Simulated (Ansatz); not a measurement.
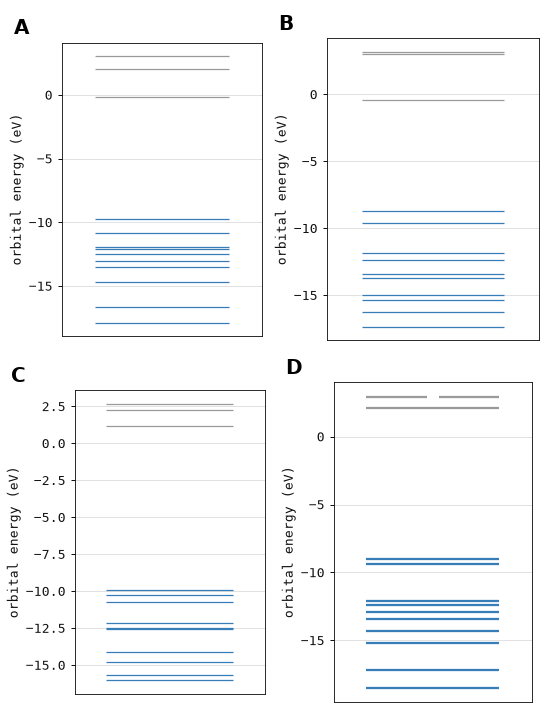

Kohn-Sham orbital energies near the frontier, ωB97X-V/def2-TZVPP with the Ansatz code 0.2.0, at a PBE0-D4/def2-TZVP geometry (no frequency check), isolated molecule; empty levels in grey, levels within 0.03 eV side by side.

### Pair each panel with its molecule.
1. C₄H₆S, SMILES C=CC(C)=S
2. C₃H₇AlO, SMILES C1C[O][AlH][CH2]1, singlet
3. C₂H₆N₂Si, SMILES C1=NC[SiH2]N1
4. BSi₂NH₈, SMILES B[SiH2]N[SiH3]

A: 4 (HOMO −9.73 eV, LUMO −0.20 eV)
B: 1 (HOMO −8.71 eV, LUMO −0.41 eV)
C: 2 (HOMO −9.95 eV, LUMO 1.17 eV)
D: 3 (HOMO −9.02 eV, LUMO 2.11 eV)

Caveats, for all or some of the runs: empty levels above zero depend strongly on the basis; one conformer of a flexible molecule.
